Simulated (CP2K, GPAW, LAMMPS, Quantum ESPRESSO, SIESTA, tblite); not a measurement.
## Running glassy 29TiO2-71Al2O3 (mol %) (137 atoms) with tblite

How near does tblite come to plane waves for glassy 29TiO2-71Al2O3 (mol %) (137 atoms)?

Program: tblite 0.8.0. Level of theory: the method is named at each step. Results are calculated unless marked as measured.

## 1. Starting point

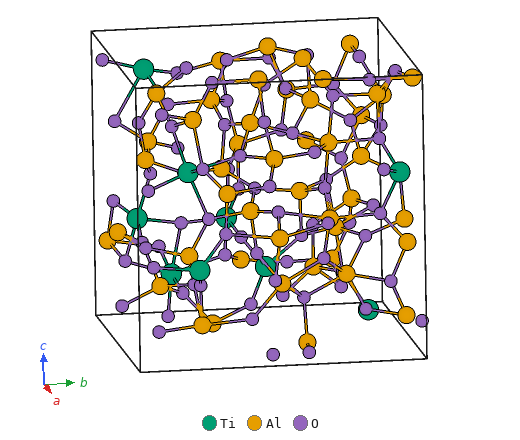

Start, viewed slightly off an axis; titanium teal, aluminium orange, oxygen purple. Bonds to atoms that aren't drawn are left out. Some periodic images of atoms are drawn too.

The cell holds 137 atoms: 9 Ti, 44 Al and 84 O. Cell: a = 11.336 Å, b = 11.336 Å, c = 11.336 Å, α = 90.0°, β = 90.0°, γ = 90.0°. 137 atoms (9 Ti, 44 Al, 84 O) placed at random at 3.12 g/cm³, melted at 4000 K for 10 ps at fixed volume with the Morse and Coulomb pair potential with partial charges (Pedone, Malavasi, Menziani, Cormack and Segre, J. Phys. Chem. B 110, 11780 (2006)). Quenched from 4000 K to 300 K at 300 K/ps and fixed volume, held 10 ps at zero pressure.

The yardstick, on the same geometry:

| Quantity | Value |
| --- | --- |
| method | Kohn-Sham DFT, PBE, SSSP efficiency 1.3.0 pseudopotentials, plane waves (Quantum ESPRESSO 7.5); sssp-pbe-1.3.0-efficiency, cutoffs 60/480 Ry, Γ point |
| r.m.s. force component | 1.124 eV/Å |
| longest force | 4.586 eV/Å |
| pressure | 12.07 GPa |
| gap (highest filled to lowest empty level) | 2.011 eV |
| time | 20 min on 4 MPI ranks of Arm Neoverse N1, shared host |
| CPU time | 79 min |

## 2. GFN1-xTB

Method: GFN1-xTB tight binding, diagonalisation.

File run.py:

```python
import numpy as np
from ase.io import read
from tblite.ase import TBLite

atoms = read("structure.xyz")
atoms.calc = TBLite(method="GFN1-xTB", electronic_temperature=580, accuracy=1.0, max_iterations=250, mixer_damping=0.4, verbosity=1)
energy = atoms.get_potential_energy()
forces = atoms.get_forces()
print(f"energy {energy:.6f} eV")
print("forces (eV/A)")
for i, (a, f) in enumerate(zip(atoms, forces)):
    print(f"{i:4d} {a.symbol:2s} {f[0]:10.5f} {f[1]:10.5f} {f[2]:10.5f}")
stress = -atoms.get_stress(voigt=False) * 160.21766
print("stress (GPa, compression positive)")
for row in stress:
    print(" ".join(f"{x:10.4f}" for x in row))
print("charges (e)")
print(np.array2string(atoms.get_charges(), precision=4, suppress_small=True, max_line_width=110, threshold=100000))
```

File structure.xyz:

```xyz
137
Lattice="11.33646 0.00000 0.00000 0.00000 11.33646 0.00000 0.00000 0.00000 11.33646" Properties=species:S:1:pos:R:3 pbc="T T T"
Ti 5.13122 9.99592 0.77507
Ti 2.70477 4.80768 4.21342
Ti 9.47683 10.66614 7.11567
Ti 10.38714 2.55921 3.75430
Ti 7.95990 2.52803 7.17371
Ti 3.16707 1.21538 4.43788
Ti 1.12673 1.87754 9.95613
Ti 2.14939 2.68413 1.95475
Ti 5.82660 5.84973 2.83740
Al 0.32638 5.03259 9.98130
Al 4.77265 10.75717 9.24024
Al 8.06634 2.97786 1.08127
Al 9.57931 2.50196 9.60062
Al 7.67512 8.13765 8.04367
Al 8.07802 11.04704 1.10462
Al 1.70172 5.47018 6.91320
Al 2.16300 1.84558 7.28492
Al 8.90468 11.00770 4.19460
Al 3.33723 4.18928 9.06599
Al 7.41314 8.80458 2.72665
Al 0.58496 0.42546 3.08125
Al 10.78982 11.02709 11.12844
Al 9.47535 5.71732 7.86841
Al 5.12635 7.83723 9.26257
Al 1.93944 7.38400 9.04933
Al 0.37569 5.70949 2.02605
Al 6.56177 1.53632 10.09398
Al 10.91282 7.47061 11.26300
Al 1.59742 10.37456 7.80878
Al 3.90734 6.37052 11.21029
Al 2.09713 9.85592 4.61655
Al 4.81369 3.87979 0.45947
Al 9.09082 7.92793 5.31317
Al 5.07805 1.28737 7.15331
Al 6.61233 5.21897 8.75515
Al 7.44080 2.59990 3.72765
Al 4.54467 9.89548 6.80482
Al 4.57823 8.82793 4.02512
Al 7.89086 10.06304 9.94650
Al 2.10801 9.89888 10.78630
Al 2.73379 8.21054 2.10053
Al 6.09323 11.33125 4.53844
Al 11.05123 3.60250 6.89030
Al 8.96850 5.21761 10.97007
Al 0.49144 8.34454 6.68352
Al 7.27336 7.23731 0.03922
Al 5.13553 1.78776 2.10858
Al 0.28931 9.35167 1.87675
Al 8.69223 6.06693 2.72075
Al 7.67660 5.01865 5.46123
Al 10.77565 5.69215 4.96582
Al 4.95777 4.30797 6.63999
Al 5.85778 7.24763 5.79531
O 7.39965 5.28370 3.70657
O 2.34721 0.83663 2.59299
O 5.88963 2.83820 10.91588
[... 77 atom lines left out ...]
O 7.89358 3.32215 5.26409
O 6.89620 9.62862 1.18160
O 0.75274 9.97336 3.38076
O 2.78287 8.21134 3.77844
```

On the command line:

```sh
> OMP_NUM_THREADS=1 python run.py > output.txt
```

The program printed:

```text
------------------------------------------------------------
  cycle        total energy    energy error   density error
------------------------------------------------------------
      1     -401.9301035209  -4.0264302E+02   1.1385541E+00
      2     -739.4732696363  -3.3754317E+02   2.1677382E+00
      3      354.0363830606   1.0935097E+03   1.6259075E+00
      4     -313.8648362866  -6.6790122E+02   1.1745340E+00
      5     -443.1863134453  -1.2932148E+02   6.3807033E-01
      6     -426.5943568233   1.6591957E+01   5.5135854E-01
      7     -461.7561711648  -3.5161814E+01   3.9454316E-01
      8     -460.2583965271   1.4977746E+00   3.5236158E-01
      9     -463.0477925317  -2.7893960E+00   2.7882566E-01
     10     -465.3463804162  -2.2985879E+00   2.0832661E-01
     11     -464.4947599123   8.5162050E-01   2.0109106E-01
     12     -467.2059987512  -2.7112388E+00   1.4388326E-01
     13     -466.6017567758   6.0424198E-01   1.3357628E-01
     14     -467.9388381451  -1.3370814E+00   1.1044689E-01
     15     -468.5206068907  -5.8176875E-01   9.2808892E-02
     16     -468.9990618061  -4.7845492E-01   7.4204189E-02
     17     -469.1358289266  -1.3676712E-01   6.5236509E-02
     18     -469.2491650457  -1.1333612E-01   5.3984812E-02
     19     -469.3881518940  -1.3898685E-01   4.3134433E-02
     20     -469.5094986122  -1.2134672E-01   3.1674365E-02
     21     -469.5917418620  -8.2243250E-02   2.0072024E-02
     22     -469.6115837330  -1.9841871E-02   1.6511889E-02
     23     -469.6270661008  -1.5482368E-02   1.3706214E-02
     24     -469.6350211354  -7.9550347E-03   1.0444751E-02
[...]
32     -469.6451902387  -1.3777016E-04   7.1559260E-04
     33     -469.6452367763  -4.6537559E-05   3.6949849E-04
     34     -469.6452451321  -8.3558510E-06   2.3903325E-04
     35     -469.6452515525  -6.4203611E-06   1.1307967E-04
     36     -469.6452526818  -1.1293658E-06   5.3864332E-05
     37     -469.6452528652  -1.8336328E-07   4.3198577E-05
     38     -469.6452529396  -7.4396496E-08   3.1738022E-05
     39     -469.6452529934  -5.3763188E-08   1.9219814E-05
------------------------------------------------------------
 total:                                  33.054 sec
energy -12779.698274 eV
forces (eV/A)
   0 Ti    0.52901   -0.28405    0.33190
   1 Ti    0.64880   -1.64346   -0.62932
   2 Ti   -0.76622   -0.35292   -0.61687
   3 Ti    0.85075   -0.16809    0.08557
   4 Ti    0.35097    0.10845    0.07944
   5 Ti   -1.01436   -0.33829    0.26593
   6 Ti    0.62964   -0.12280    0.24376
   7 Ti   -0.60915   -0.57034   -0.00144
   8 Ti    0.26679    0.23227    1.34062
   9 Al    0.00566   -0.04848    0.18772
  10 Al   -0.50564    0.32827    1.38830
  11 Al    0.25788    1.40825    1.42142
  12 Al    0.94423   -0.64736   -2.40403
  13 Al   -1.11919    0.90111   -0.09900
  14 Al   -0.70446   -0.99965    0.88697
  15 Al   -0.12774   -1.16660   -0.79397
  16 Al    1.18034    0.11674    0.57443
  17 Al    0.04631    2.02114    0.19719
  18 Al    0.80517   -0.55083    0.40680
  19 Al   -0.34658    0.15689    0.35825
  20 Al    1.10106    1.32428    0.17794
  21 Al    0.46305    0.69909   -0.96375
  22 Al   -0.50540   -0.77345   -1.81186
  23 Al    1.18801    1.24819    1.11166
[...]
129 O    -0.03763   -0.57040    1.05204
 130 O     0.89980    0.36293   -0.91636
 131 O     0.72930   -0.47689   -1.02069
 132 O     0.00198    0.83278    0.45788
 133 O     0.34989   -1.14909    1.13285
 134 O    -1.15828    0.10338   -0.80359
 135 O    -0.08653   -0.65357    2.56555
 136 O    -0.90837   -1.03100    2.20654
stress (GPa, compression positive)
   18.7404     0.4476    -0.6779
    0.4476    20.1867    -0.4760
   -0.6779    -0.4760    20.0398
charges (e)
[ 0.628   0.6363  0.6493  0.5932  0.7105  0.6234  0.6404  0.6627  0.6593  0.5574  0.549   0.5449  0.5047
  0.5577  0.5507  0.5503  0.5331  0.5031  0.5317  0.5403  0.5173  0.5258  0.5708  0.5631  0.5391  0.4999
  0.5267  0.5487  0.549   0.5363  0.5607  0.5242  0.5293  0.5443  0.5311  0.5319  0.5588  0.5711  0.5386
  0.5476  0.547   0.5483  0.5616  0.5838  0.5141  0.5628  0.5221  0.56    0.5315  0.5529  0.5523  0.5109
  0.5359 -0.3664 -0.3645 -0.3508 -0.3637 -0.3725 -0.3735 -0.3575 -0.3998 -0.3357 -0.3247 -0.3498 -0.3348
 -0.3531 -0.37   -0.3539 -0.3531 -0.3652 -0.3495 -0.3512 -0.3661 -0.3722 -0.3751 -0.3476 -0.3372 -0.3285
 -0.3435 -0.328  -0.3224 -0.3798 -0.3591 -0.3393 -0.3461 -0.3644 -0.3762 -0.3126 -0.3753 -0.3451 -0.3588
 -0.3428 -0.3503 -0.3651 -0.3358 -0.3221 -0.3079 -0.3622 -0.3713 -0.3956 -0.3118 -0.3748 -0.359  -0.3511
 -0.4041 -0.3299 -0.3654 -0.3729 -0.3651 -0.3729 -0.3576 -0.3387 -0.3214 -0.3557 -0.3547 -0.361  -0.3198
 -0.3247 -0.3807 -0.3043 -0.3408 -0.3266 -0.3877 -0.3183 -0.3623 -0.3604 -0.3243 -0.3492 -0.3258 -0.3548
 -0.3617 -0.3615 -0.3911 -0.36   -0.3677 -0.3243 -0.3614]
```

Elapsed: 34 s, on 1 thread of Arm Neoverse N1, shared host; peak memory 0.18 GiB.

Banners, paths, timers and routine set-up lines are dropped from the logs unmarked, and long logs keep their key lines alone; longer cuts are marked.

Compared with the plane-wave run:

* r.m.s. force component: 0.9219 eV/Å
* r.m.s. difference of force components: 729.6 meV/Å
* longest difference of force vectors: 3870 meV/Å
* force difference over r.m.s. force: 64.94 %
* slope of forces against the reference's: 0.6258
* correlation of force components: 0.7627
* pressure: 19.66 GPa
* pressure difference: 7.584 GPa

Length of the force difference by element (eV/Å):

| element | atoms | mean | most |
| --- | --- | --- | --- |
| Al | 44 | 0.92 | 1.8 |
| O | 84 | 1.2 | 3.9 |
| Ti | 9 | 1.0 | 1.8 |

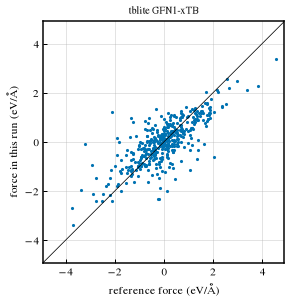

Force components against those of the reference; the line marks equality.

A closer look about Al34, which bears the longest force: 13 atoms, nearest first, numbered in the order of the input, with positions taken from that point.

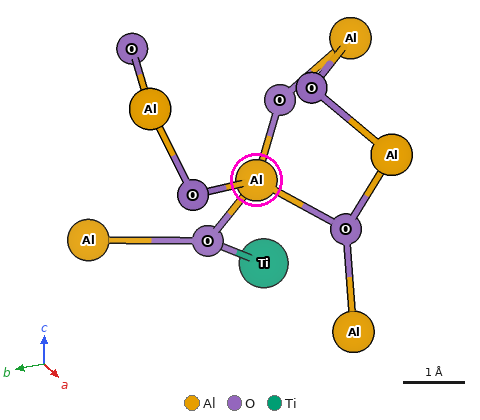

The atoms of the table, within 3.1 Å (arrows a, b, c point along x, y, z); some may hide others; the central atom is ringed.

| atom | x | y | z | distance (Å) | Mulliken charge (e) | Fx | Fy | Fz (eV/Å) |
| --- | --- | --- | --- | --- | --- | --- | --- | --- |
| Al34 | 0.00 | 0.00 | 0.00 | 0.00 | 0.54 | -1.15 | 0.76 | -3.39 |
| O129 | 0.30 | -0.29 | 1.55 | 1.61 | -0.33 | 0.00 | 0.51 | 3.39 |
| O110 | 0.99 | 1.36 | -0.39 | 1.73 | -0.37 | 0.49 | 1.11 | -0.32 |
| O121 | 0.57 | -1.37 | -0.94 | 1.75 | -0.34 | 1.06 | -1.00 | 0.52 |
| O95 | -1.55 | 0.42 | -0.87 | 1.82 | -0.34 | 1.47 | -0.07 | -1.30 |
| O109 | -1.60 | -1.77 | 0.61 | 2.47 | -0.37 | -1.06 | 0.05 | 0.56 |
| Al37 | -0.53 | -2.73 | -0.35 | 2.80 | 0.56 | 0.47 | 1.59 | 0.31 |
| Al11 | -0.31 | -1.87 | 2.09 | 2.82 | 0.55 | -0.51 | 0.33 | 1.39 |
| Al17 | -2.92 | 0.56 | 0.13 | 2.97 | 0.53 | 1.18 | 0.12 | 0.57 |
| O59 | -2.17 | 1.24 | 1.72 | 3.03 | -0.37 | -0.60 | -1.31 | 0.80 |
| Al52 | -0.12 | 3.02 | -0.51 | 3.07 | 0.51 | -0.37 | -1.71 | 0.06 |
| Al42 | 1.02 | -1.29 | -2.61 | 3.09 | 0.55 | -2.10 | -0.25 | 0.22 |
| Ti5 | 2.88 | 1.24 | 0.02 | 3.14 | 0.71 | 0.35 | 0.11 | 0.08 |

Atoms are counted from 1 here, from 0 in the log.

Forces lie 65 % from the reference's, at 0.0072 times its CPU time (on 1 against 4 cores).

## 3. Summary of results

| Item | Value |
| --- | --- |
| force difference from the reference | tblite GFN1-xTB, 65 % |
| its CPU time | 34 s |

Tight binding differs by 65 % (tblite GFN1-xTB); it is another model, with fitted parameters of its own, and the xTB methods hold dispersion. One electronic-structure run takes under half the reference's CPU time: tblite GFN1-xTB, at 65 % in 34 s against 79 min, too far off to be of use; its pressure misses by +7.6 GPa. Periodic xTB results under one method name differ between programs and library versions. The reference's pressure holds the uncorrected Pulay stress of its 60 Ry basis, so small pressure differences, and their order, may be the reference's own error. The quench rate of 300 K/ps is many orders above laboratory rates, so the cell is likely richer in defects and strain than a real sample. The network of bonds at the start is that of the classical potential that made the cell, and needn't be the one that DFT or experiment would give. The electronic-structure runs sample only Γ, in a cell whose shortest periodic width is 11 Å.

[Also dropped from logs without a mark: logging warnings of Python, and SIESTA's first energy breakdown and zero terms.]

[Logs are printed without paths, hosts, clocks, repeated set-up lines and the standing remarks that a program may print on its own settings, such as how far it seeks lower states.]

[Hosts, paths, dates, database ids (printed as entryN), source tags and the programs' standing remarks are cut or masked in the printed files.]
